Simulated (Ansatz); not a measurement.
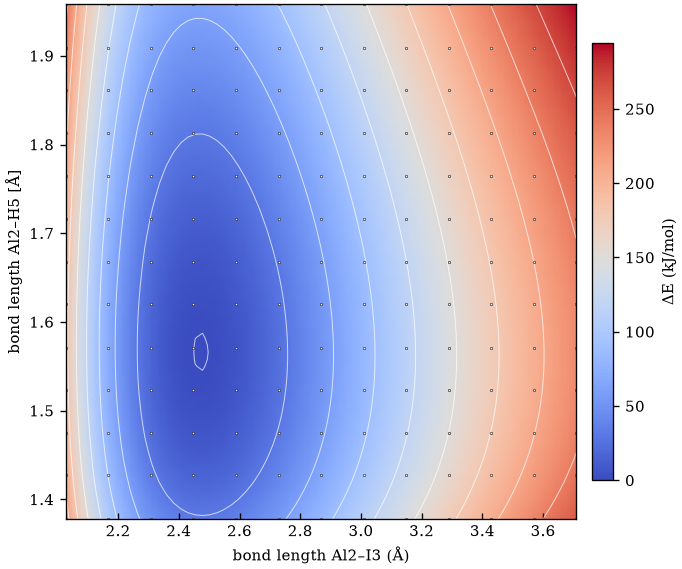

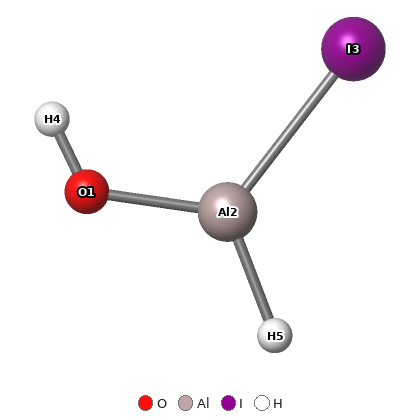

Energy landscape of AlH2IO, SMILES [OH][AlH][I]. The first coordinate is: bond length Al2–I3; the second: bond length Al2–H5. Nothing is relaxed (all other coordinates rigid). The grid has 13 × 13 points. Points are written as (first, second). All energies are given in kJ/mol relative to the lowest grid point. The reference is spin-restricted, which grows unreliable where a bond is stretched far. Computed with RKS PBE0-D4/def2-TZVP in Ansatz.

Drawn: a smooth colour map with a few white contour lines, dots at the grid points. Between grid points the surface is interpolated. The second picture is the structure at the lowest point.

Summarise what can be read from the map.

Answer. The lowest grid point is at (2.448 Å, 1.571 Å). No other kind of well shows on this grid. The highest grid point, (3.709 Å, 1.958 Å), lies 294 kJ/mol above the lowest.

The input of one point:

```yaml
crystal:
  periodic: [false, false, false]
  atoms:
    - { symbol: O, position_ang: [-1.247382, -0.307226, -0.359291] }
    - { symbol: Al, position_ang: [0.184441, 0.426994, 0.141891] }
    - { symbol: I, position_ang: [2.239577, -0.897872, 0.259579] }
    - { symbol: H, position_ang: [-1.314579, -1.228285, -0.607084] }
    - { symbol: H, position_ang: [0.166725, 1.950846, 0.523468] }
basis:
  gaussian: { orbitals: def2-TZVP }
hamiltonian:
  xc: pbe0
  dispersion: d4
output:
  forces: true
```

Each point was launched as `ansatz run input.yaml --threads 1 --pin off --max-ram 2560MiB --backend cpu --events-out ev --progress --plain --runs-dir out`. The whole map (169 points run) took 11 min on 1 thread of Arm Neoverse V1, with other jobs on the host.
